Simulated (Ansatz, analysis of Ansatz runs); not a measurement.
# Migration in GeSe2O6 (P2_1/c): P_O exchanging with V_O, charge +1

Aim: the barrier of one jump in GeSe2O6 (P2_1/c) at charge +1: P_O exchanging with V_O. The model is a cell of 36 host atoms with 1 site emptied and P put on another atom's site; P is the atom that moves.

Program: Ansatz 0.2.0. Level of theory: plane-wave PAW DFT, PBEsol; nudged elastic band between two relaxed defect structures at fixed charge in a uniform background. Results are calculated unless marked as measured.

## 1. Set-up

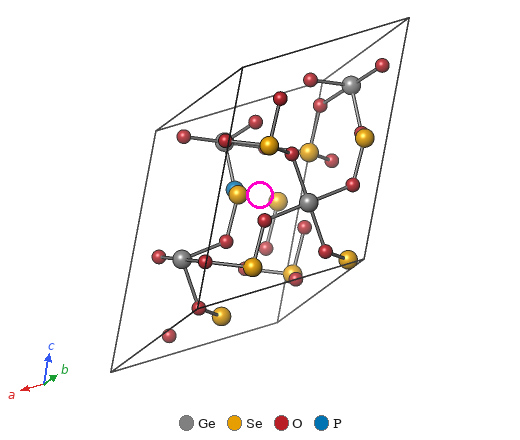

Start, viewed slightly off an axis; germanium grey, selenium orange, oxygen red, phosphorus blue. A ring marks the middle of the ideal hop wherever no atom is near it. Bonds to atoms that aren't drawn are left out. Some periodic images of atoms are drawn too.

The cell holds 35 atoms: 4 Ge, 8 Se, 22 O and 1 P. Cell: a = 8.476 Å, b = 8.476 Å, c = 8.840 Å, α = 70.4°, β = 109.6°, γ = 73.6°. It derives from GeSe2O6 (space group P2_1/c). Nearest the centre at fractional (0.864, 0.319, 0.669): Se7 at 1.13 Å, P24 at 1.29 Å, O15 at 2.25 Å, O14 at 2.64 Å, Ge1 at 2.80 Å, Ge4 at 3.14 Å, Se10 at 3.19 Å, O33 at 3.31 Å. The cell carries charge +1.

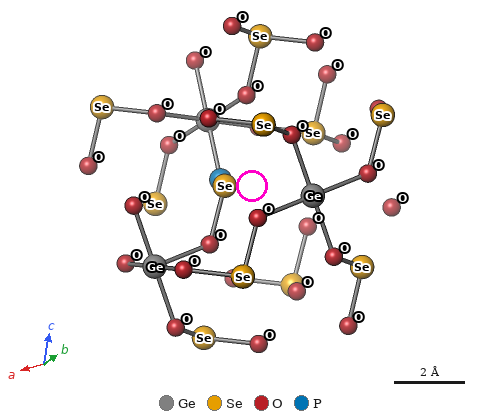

The atoms within 5 Å of the centre. A ring marks the middle of the ideal hop wherever no atom is near it. Bonds to atoms that aren't drawn are left out.

The cell's shortest repeat is 8.5 Å.

## 2. Relaxation of the start point, charge +1

A barrier is counted from a minimum, so both ends are relaxed first. Small random displacements break the symmetry of the ideal sites, so that the defect can distort if it gains by it. The charge of +1 is set by the electron count, and a uniform background keeps the cell neutral.

File qp1.start/input.yaml:

```yaml
crystal:
  lattice:
    - [5.07717925, 6.78733022, -0.00408761]
    - [-5.07717925, 6.78733022, 0.00408761]
    - [-4.9500808, 0.0, 7.32442304]
  atoms:
    - { symbol: Ge, position: [0.0, 0.0, 0.0] }
    - { symbol: Ge, position: [0.5, 0.5, 0.0] }
    - { symbol: Ge, position: [0.25, 0.25, 0.5] }
    - { symbol: Ge, position: [0.75, 0.75, 0.5] }
    - { symbol: Se, position: [0.42942194, 0.74584727, 0.1986224] }
    - { symbol: Se, position: [0.92942194, 0.24584727, 0.1986224] }
    - { symbol: Se, position: [0.00415273, 0.32057806, 0.6986224] }
    - { symbol: Se, position: [0.50415273, 0.82057806, 0.6986224] }
    - { symbol: Se, position: [0.07057806, 0.75415273, 0.8013776] }
    - { symbol: Se, position: [0.57057806, 0.25415273, 0.8013776] }
    - { symbol: Se, position: [0.49584727, 0.17942194, 0.3013776] }
    - { symbol: Se, position: [0.99584727, 0.67942194, 0.3013776] }
    - { symbol: O, position: [0.43515533, 0.72813619, 0.00948972] }
    - { symbol: O, position: [0.93515533, 0.22813619, 0.00948972] }
    - { symbol: O, position: [0.02186381, 0.31484467, 0.50948972] }
    - { symbol: O, position: [0.52186381, 0.81484467, 0.50948972] }
    - { symbol: O, position: [0.06484467, 0.77186381, 0.99051028] }
    - { symbol: O, position: [0.56484467, 0.27186381, 0.99051028] }
    - { symbol: O, position: [0.47813619, 0.18515533, 0.49051028] }
    - { symbol: O, position: [0.97813619, 0.68515533, 0.49051028] }
    - { symbol: O, position: [0.11155669, 0.30591946, 0.25454751] }
    - { symbol: O, position: [0.61155669, 0.80591946, 0.25454751] }
    - { symbol: O, position: [0.44408054, 0.63844331, 0.75454751] }
    - { symbol: P, position: [0.94408054, 0.13844331, 0.75454751] }
    - { symbol: O, position: [0.38844331, 0.19408054, 0.74545249] }
    - { symbol: O, position: [0.88844331, 0.69408054, 0.74545249] }
    - { symbol: O, position: [0.05591946, 0.86155669, 0.24545249] }
    - { symbol: O, position: [0.55591946, 0.36155669, 0.24545249] }
    - { symbol: O, position: [0.25120127, 0.96935603, 0.0826288] }
    - { symbol: O, position: [0.75120127, 0.46935603, 0.0826288] }
    - { symbol: O, position: [0.28064397, 0.99879873, 0.5826288] }
    - { symbol: O, position: [0.24879873, 0.53064397, 0.9173712] }
    - { symbol: O, position: [0.74879873, 0.03064397, 0.9173712] }
    - { symbol: O, position: [0.21935603, 0.50120127, 0.4173712] }
    - { symbol: O, position: [0.71935603, 0.00120127, 0.4173712] }
total_charge: 1
basis:
  ecutwfc: 420
  xc_grid: 2
hamiltonian:
  xc: pbesol
kpoints:
  mp_grid: { grid: [1, 1, 1] }
scf:
  occupations: { method: fixed }
  max_iter: 60
output:
  forces: true
relax:
  f_tol: 0.015
  max_steps: 70
  random_displacement: { amplitude: 0.03, seed: 6082 }
```

Launch:

```sh
ansatz run input.yaml --threads 4 --pin off --max-ram 7536MiB --backend cpu --events-out ev --progress --plain --runs-dir out
```

Numbers of over 12 decimals in the logs are rounded to 6 here.

The log of the run:

```text
[... repeated set-up lines and file paths are left out, and long positions are rounded to six places ...]
The last accepted step is kept in <dir> (removed where the run ends without a failure and the disk answers)
Engine: ansatz 0.2.0, aarch64-unknown-linux-gnu
Pseudopotentials: kind: paw
Pseudopotential: Ge, paw, valence charge 14, recommended cutoff 420 eV (normal), Ge.paw.azcp
Pseudopotential: Se, paw, valence charge 16, recommended cutoff 420 eV (normal), Se.paw.azcp
Pseudopotential: O, paw, valence charge 6, recommended cutoff 420 eV (normal), O.paw.azcp
Pseudopotential: P, paw, valence charge 5, recommended cutoff 420 eV (normal), P.paw.azcp
Functional definition: PBEsol
  exchange = pbesol_x
  correlation = pbesol_c
Crystal: 35 atoms, lattice volume = 504.532 Å³
Basis set: ecut = 420 eV, 9837 PW (Γ), exchange–correlation on 120×120×120 points (8 copies of the dense FFT grid, shifted against one another)
Bands: 195, of which v1, the nominal top of the filled ones, is band 160 counted from 1 (159 counted from 0)
Symmetry: 1 space group operations
k-points: 1
Non-local potential: Ge, projectors of the file, l = 0: 2, l = 1: 2, l = 2: 3, l = 3: 1
Non-local potential: Se, projectors of the file, l = 0: 2, l = 1: 2, l = 2: 3, l = 3: 1
Non-local potential: O, projectors of the file, l = 0: 2, l = 1: 2, l = 2: 1
Non-local potential: P, projectors of the file, l = 0: 2, l = 1: 2, l = 2: 2
PAW form: soft (Blöchl's): semilocal exchange-correlation on the pseudo side does not see the compensation charge
PAW frozen core: Ge, regenerated for the run's functional, and the local potential with it (the file was generated under x = pbe(κ = 0.804, μ = 0.219515), c = pbe(β = 0.066725))
PAW frozen core: Se, regenerated for the run's functional, and the local potential with it (the file was generated under x = pbe(κ = 0.804, μ = 0.219515), c = pbe(β = 0.066725))
PAW frozen core: O, regenerated for the run's functional, and the local potential with it (the file was generated under x = pbe(κ = 0.804, μ = 0.219515), c = pbe(β = 0.066725))
PAW frozen core: P, regenerated for the run's functional, and the local potential with it (the file was generated under x = pbe(κ = 0.804, μ = 0.219515), c = pbe(β = 0.066725))
PAW one-centre angular grid: Ge, 590 points (default); XC on 64 Gauss nodes
PAW one-centre angular grid: Se, 590 points (default); XC on 64 Gauss nodes
PAW one-centre angular grid: O, 110 points (default); XC on 64 Gauss nodes
PAW one-centre angular grid: P, 110 points (default); XC on 64 Gauss nodes
Initial density: superposition of atomic densities (neutral atoms scaled as one to the charged cell's electrons: chi_scale 0, normalization atom), corrected by the library's trained network
Initial wavefunctions: pseudopotential atomic-orbital guess
Functional: x = pbesol(κ = 0.804, μ = 0.123457), c = pbesol(β = 0.046)
SCF iter   1: F=—  HF=-73466.112871 eV  |F-HF|=—  |Δ(HF+E_count)|=         —  Δρ=1.38e-2  dr2=1.31e0  ethr=1.77e-3  ⟨swp⟩=5.0  Hψ=672  notcnv=0  defer=33
preconditioner: auto → Resta (q_TF=auto, 2.529 Å⁻¹)  ε∞=3.4  [insulator: Δε(μ)=1.249 eV  Ē_g=16.398 eV  n_scr=140 (ndim 8)  ℏωp=25.6 eV  f_vac=0.194  ε∞_Penn≈3.4]
SCF iter   2: F=—  HF=-73465.746168 eV  |F-HF|=—  |Δ(HF+E_count)|=   3.67e-1  Δρ=5.79e-3  dr2=2.14e-1  ethr=4.09e-4  ⟨swp⟩=4.0  Hψ=346  notcnv=0  defer=33
SCF iter   3: F=—  HF=-73465.675402 eV  |F-HF|=—  |Δ(HF+E_count)|=   7.08e-2  Δρ=3.00e-3  dr2=5.53e-2  ethr=6.67e-5  ⟨swp⟩=3.0  Hψ=240  notcnv=0  defer=33
SCF iter   4: F=—  HF=-73465.658868 eV  |F-HF|=—  |Δ(HF+E_count)|=   1.65e-2  Δρ=1.12e-3  dr2=6.52e-3  ethr=1.73e-5  ⟨swp⟩=3.0  Hψ=258  notcnv=0  defer=33
SCF iter   5: F=—  HF=-73465.658466 eV  |F-HF|=—  |Δ(HF+E_count)|=   4.01e-4  Δρ=5.90e-4  dr2=1.96e-3  ethr=2.04e-6  ⟨swp⟩=3.0  Hψ=287  notcnv=0  defer=33
SCF iter   6: F=—  HF=-73465.658748 eV  |F-HF|=—  |Δ(HF+E_count)|=   2.81e-4  Δρ=1.94e-4  dr2=2.20e-4  ethr=6.14e-7  ⟨swp⟩=2.0  Hψ=261  notcnv=0  defer=33
SCF iter   7: F=—  HF=-73465.658885 eV  |F-HF|=—  |Δ(HF+E_count)|=   1.38e-4  Δρ=9.93e-5  dr2=5.64e-5  ethr=6.89e-8  ⟨swp⟩=2.0  Hψ=281  notcnv=0  defer=33
SCF iter   8: F=—  HF=-73465.658914 eV  |F-HF|=—  |Δ(HF+E_count)|=   2.85e-5  Δρ=5.94e-5  dr2=1.76e-5  ethr=1.76e-8  ⟨swp⟩=3.0  Hψ=295  notcnv=0  defer=33
SCF iter   9: F=-73465.658923 eV  HF=-73465.658921 eV  |F-HF|=2.64e-6  |Δ(HF+E_count)|=   6.73e-6  Δρ=1.61e-5  dr2=1.64e-6  ethr=1.76e-9  ⟨swp⟩=4.0  Hψ=597  notcnv=0
SCF 1 converged in 9 iterations: F = -73465.658923 eV  dr2 = 1.64e-6
  greatest PAW one-centre occupation: 1.000 electrons in one spin orbital (limit 2), on the Se atom at site 6 (counted from 0), in its partial waves of l = 2
relax step   1: F+E_penalty+E_count = -73465.65892335 eV  Δ(F+E_penalty+E_count) = +0.000e0 eV  max|allowed force component| = 1.336e1 eV/Å  Δτ_max = 0.0000 Å  (9 SCF iters, dr2 threshold 5.63e-6 eV, accepted)
[... the SCF cycles and remarks between the steps are left out from here to the last step ...]
relax step   2: F+E_penalty+E_count = -73469.47638671 eV  Δ(F+E_penalty+E_count) = -3.817e0 eV  max|allowed force component| = 2.872e0 eV/Å  Δτ_max = 0.1929 Å  (7 SCF iters, dr2 threshold 1.00e-4 eV, accepted)
relax step   3: F+E_penalty+E_count = -73470.49718778 eV  Δ(F+E_penalty+E_count) = -1.021e0 eV  max|allowed force component| = 9.733e-1 eV/Å  Δτ_max = 0.1947 Å  (7 SCF iters, dr2 threshold 1.00e-4 eV, accepted)
relax step   4: F+E_penalty+E_count = -73470.85535307 eV  Δ(F+E_penalty+E_count) = -3.582e-1 eV  max|allowed force component| = 8.350e-1 eV/Å  Δτ_max = 0.2000 Å  (7 SCF iters, dr2 threshold 5.92e-5 eV, accepted)
relax step   5: F+E_penalty+E_count = -73470.98720967 eV  Δ(F+E_penalty+E_count) = -1.319e-1 eV  max|allowed force component| = 5.498e-1 eV/Å  Δτ_max = 0.1284 Å  (6 SCF iters, dr2 threshold 8.01e-5 eV, accepted)
relax step   6: F+E_penalty+E_count = -73470.99125934 eV  Δ(F+E_penalty+E_count) = -4.050e-3 eV  max|allowed force component| = 4.259e-1 eV/Å  Δτ_max = 0.1324 Å  (7 SCF iters, dr2 threshold 1.00e-4 eV, accepted)
relax step   7: F+E_penalty+E_count = -73471.02436970 eV  Δ(F+E_penalty+E_count) = -3.311e-2 eV  max|allowed force component| = 1.247e-1 eV/Å  Δτ_max = 0.0790 Å  (6 SCF iters, dr2 threshold 7.86e-5 eV, accepted)
relax step   8: F+E_penalty+E_count = -73471.03113324 eV  Δ(F+E_penalty+E_count) = -6.764e-3 eV  max|allowed force component| = 5.079e-2 eV/Å  Δτ_max = 0.0543 Å  (7 SCF iters, dr2 threshold 1.33e-6 eV, accepted)
relax step   9: F+E_penalty+E_count = -73471.03346986 eV  Δ(F+E_penalty+E_count) = -2.337e-3 eV  max|allowed force component| = 1.696e-2 eV/Å  Δτ_max = 0.0153 Å  (8 SCF iters, accepted)
SCF iter   1: F=—  HF=-73471.033376 eV  |F-HF|=—  |Δ(HF+E_count)|=         —  Δρ=4.76e-4  dr2=3.69e-4  ethr=1.12e-6  ⟨swp⟩=3.0  Hψ=325  notcnv=0  defer=33
SCF iter   2: F=—  HF=-73471.033319 eV  |F-HF|=—  |Δ(HF+E_count)|=   5.62e-5  Δρ=2.36e-4  dr2=8.66e-5  ethr=1.15e-7  ⟨swp⟩=2.0  Hψ=292  notcnv=0  defer=33
SCF iter   3: F=—  HF=-73471.033568 eV  |F-HF|=—  |Δ(HF+E_count)|=   2.49e-4  Δρ=9.29e-5  dr2=3.75e-5  ethr=2.71e-8  ⟨swp⟩=2.0  Hψ=293  notcnv=0  defer=33
SCF iter   4: F=—  HF=-73471.033561 eV  |F-HF|=—  |Δ(HF+E_count)|=   6.66e-6  Δρ=1.90e-5  dr2=1.62e-6  ethr=1.17e-8  ⟨swp⟩=2.0  Hψ=259  notcnv=0  defer=33
SCF iter   5: F=—  HF=-73471.033562 eV  |F-HF|=—  |Δ(HF+E_count)|=   1.71e-7  Δρ=1.02e-5  dr2=5.61e-7  ethr=5.05e-10  ⟨swp⟩=3.0  Hψ=329  notcnv=0  defer=33
SCF iter   6: F=-73471.033562 eV  HF=-73471.033561 eV  |F-HF|=1.82e-8  |Δ(HF+E_count)|=   5.61e-8  Δρ=2.73e-6  dr2=3.39e-8  ethr=3.13e-11  ⟨swp⟩=3.0  Hψ=689  notcnv=0
SCF 10 converged in 6 iterations: F = -73471.033562 eV  dr2 = 3.39e-8
relax step  10: F+E_penalty+E_count = -73471.03356151 eV  Δ(F+E_penalty+E_count) = -9.166e-5 eV  max|allowed force component| = 1.286e-2 eV/Å  Δτ_max = 0.0052 Å  (6 SCF iters, accepted)
SCF converged after 6 iterations
Free energy (F): -73471.033562 eV
Harris-Foulkes:  -73471.033561 eV  (|F-HF|=1.82e-8)
Internal energy: -73471.033562 eV  (E = F + TS)
E sigma→0 (E₀):  -73471.033562 eV
Fermi energy:    5.421284 eV
--- Per-component energies (eV) ---
  E_band       = -4702.391770
  E_kinetic    = 5276.108276
  E_local      = -44625.842145  (includes V_loc(G=0)·N_el)
  E_nonlocal   = -1878.404830
  E_hartree    = 20030.181673
  E_xc         = -2758.882004
  E_vxc        = -3121.830677  (∫ρ·V_xc dr)
  E_paw        = -26826.894440  (= ΣΔE_a)
  E_vpaw       = -412.839138  (= ΣTr[D̂ρ^β])
  E_aug_tail   = 0.049249  (compensation charges beyond the density's cutoff)
  E_ewald      = -22699.911118
  E_core_change = 12.561778  (= ΣΔE_core)
  E_smearing   = -0.000000  (= −TS)
  E_closure    = -0.000000  (closes the sum)
  E_deformation_potential = 12.607705  (in the stress; not in F)
  Σ components = -73471.033562   (vs F -73471.033562, Δ=0.00e0)
--- Forces (eV/Å), atoms counted from 1 ---
  atom   1  Ge     0.00315107     0.00519431     0.00411037
  atom   2  Ge    -0.00362554    -0.00691944    -0.00403820
  atom   3  Ge     0.00887208     0.00480271     0.00040806
  atom   4  Ge    -0.00414223     0.00483082     0.00419659
  atom   5  Se     0.00021822     0.00129915    -0.00055381
  atom   6  Se    -0.00634422    -0.00100982    -0.00215961
  atom   7  Se     0.00246307    -0.00243472     0.00580294
  atom   8  Se     0.00534102    -0.00451996    -0.00167018
  atom   9  Se    -0.00572140    -0.00057966     0.00125588
  atom  10  Se     0.00696034    -0.00267136     0.00555979
  atom  11  Se     0.00285377     0.00072557    -0.00377878
  atom  12  Se     0.00369745     0.00816847    -0.01285943
  atom  13  O     -0.00075865    -0.00277159     0.00123028
  atom  14  O      0.00258676    -0.00191299     0.00095605
  atom  15  O     -0.01078894    -0.00081297     0.00305158
  atom  16  O     -0.00271262    -0.00128382    -0.00053982
  atom  17  O     -0.00443887     0.00791968    -0.00567038
  atom  18  O      0.00117479    -0.00003926    -0.00104112
  atom  19  O     -0.00109455    -0.00141945     0.00223174
  atom  20  O      0.00378796    -0.00292208     0.00324547
  atom  21  O      0.00235441     0.00180196     0.00006621
  atom  22  O     -0.00178750     0.00179230     0.00020702
  atom  23  O      0.00008223     0.00300013     0.00140483
  atom  24  P      0.00214057    -0.00575055    -0.00273084
  atom  25  O     -0.00334360    -0.00082466    -0.00138287
  atom  26  O      0.00022050    -0.00173445    -0.00292000
  atom  27  O     -0.00182875    -0.00449277     0.00149122
  atom  28  O      0.00242096    -0.00112611     0.00275585
  atom  29  O     -0.00012655    -0.00354677     0.00125794
  atom  30  O      0.00128147     0.00110596    -0.00054465
  atom  31  O      0.00034839     0.00352232     0.00131830
  atom  32  O      0.00284147     0.00401976    -0.00001739
  atom  33  O     -0.00390546     0.00036450    -0.00441405
  atom  34  O     -0.00392409    -0.00145943     0.00231162
  atom  35  O      0.00174340    -0.00034850     0.00144471
  max |Σ_I F_I| component: 3.27e-5 eV/Å
--- Relaxed structure (10 steps of the walk, 10 accepted, 0 SCFs on fresh bases) ---
  F+E_penalty+E_count = -73471.03356151 eV   max|allowed force component| = 1.286e-2 eV/Å
  atoms:
    - { symbol: Ge, position: [-0.003325, -0.010234, 0.017368] }
    - { symbol: Ge, position: [0.501616, 0.510372, -0.005078] }
    - { symbol: Ge, position: [0.254140, 0.260049, 0.488213] }
    - { symbol: Ge, position: [0.747208, 0.782136, 0.488831] }
    - { symbol: Se, position: [0.425630, 0.731797, 0.209089] }
    - { symbol: Se, position: [0.929449, 0.254183, 0.199468] }
    - { symbol: Se, position: [0.052595, 0.289110, 0.713022] }
    - { symbol: Se, position: [0.504672, 0.828898, 0.694821] }
    - { symbol: Se, position: [0.074949, 0.744600, 0.820473] }
    - { symbol: Se, position: [0.578185, 0.241934, 0.814734] }
    - { symbol: Se, position: [0.483629, 0.199656, 0.283284] }
    - { symbol: Se, position: [0.998832, 0.669365, 0.311972] }
    - { symbol: O, position: [0.423438, 0.733315, 0.009885] }
    - { symbol: O, position: [0.927522, 0.225109, 0.012412] }
    - { symbol: O, position: [0.025344, 0.347807, 0.488694] }
    - { symbol: O, position: [0.535106, 0.802409, 0.514850] }
    - { symbol: O, position: [0.068392, 0.748758, 1.012889] }
    - { symbol: O, position: [0.561862, 0.280287, 0.990728] }
    - { symbol: O, position: [0.482950, 0.183521, 0.484239] }
    - { symbol: O, position: [0.978390, 0.674715, 0.504036] }
    - { symbol: O, position: [0.113510, 0.314265, 0.244064] }
    - { symbol: O, position: [0.633591, 0.755957, 0.284921] }
    - { symbol: O, position: [0.441565, 0.649454, 0.751116] }
    - { symbol: P, position: [0.892910, 0.140576, 0.696315] }
    - { symbol: O, position: [0.384521, 0.201743, 0.739044] }
    - { symbol: O, position: [0.880931, 0.701071, 0.739597] }
    - { symbol: O, position: [0.047433, 0.861134, 0.257041] }
    - { symbol: O, position: [0.551732, 0.374526, 0.239939] }
    - { symbol: O, position: [0.255799, 0.957017, 0.103027] }
    - { symbol: O, position: [0.750377, 0.478837, 0.078563] }
    - { symbol: O, position: [0.281709, 1.009208, 0.571144] }
    - { symbol: O, position: [0.250699, 0.526039, 0.916142] }
    - { symbol: O, position: [0.740629, 0.012629, 0.943459] }
    - { symbol: O, position: [0.229371, 0.507244, 0.416334] }
    - { symbol: O, position: [0.709755, 0.021754, 0.388251] }
```

Run time: 37 s. Hardware: 4 threads of Arm Neoverse N1, shared host; peak memory 0.66 GiB; 2.2 min of CPU time.

(Continued in part 2 of 5.)

[Logs are printed without paths, hosts, clocks, repeated set-up lines and the standing remarks that a program may print on its own settings, such as how far it seeks lower states.]

[Hosts, paths, dates, database ids (printed as entryN), source tags and the programs' standing remarks are cut or masked in the printed files.]
